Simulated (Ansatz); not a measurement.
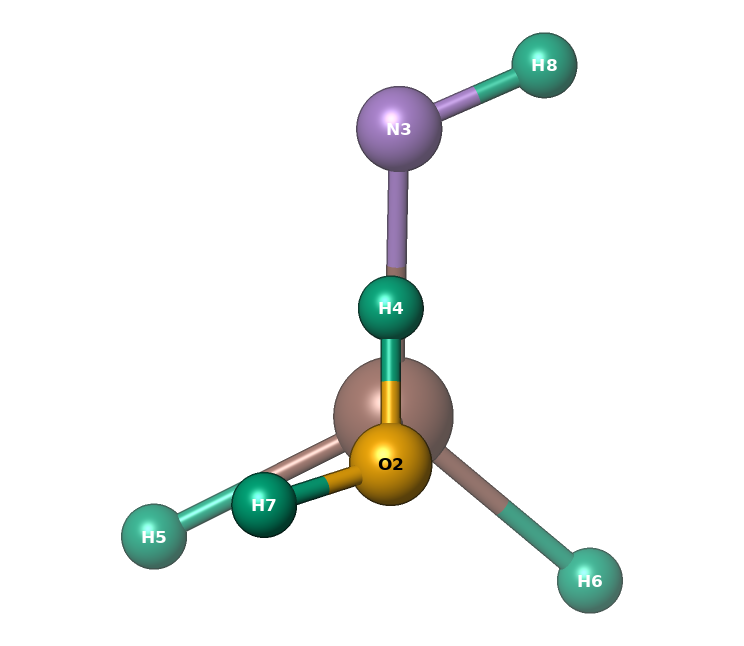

Sn1 lies behind O2. The molecule seen nearly along the O2–Sn1 bond, O2 in front. Depth is shown by fading: the farther an atom, the more it takes the colour of the background. Computed geometry: PBE0-D4/def2-TZVP optimisation.

### What is the torsion angle H4–O2–Sn1–N3? The sign is positive where the front bond must turn clockwise to cover the back bond.

1°, synperiplanar (eclipsed).
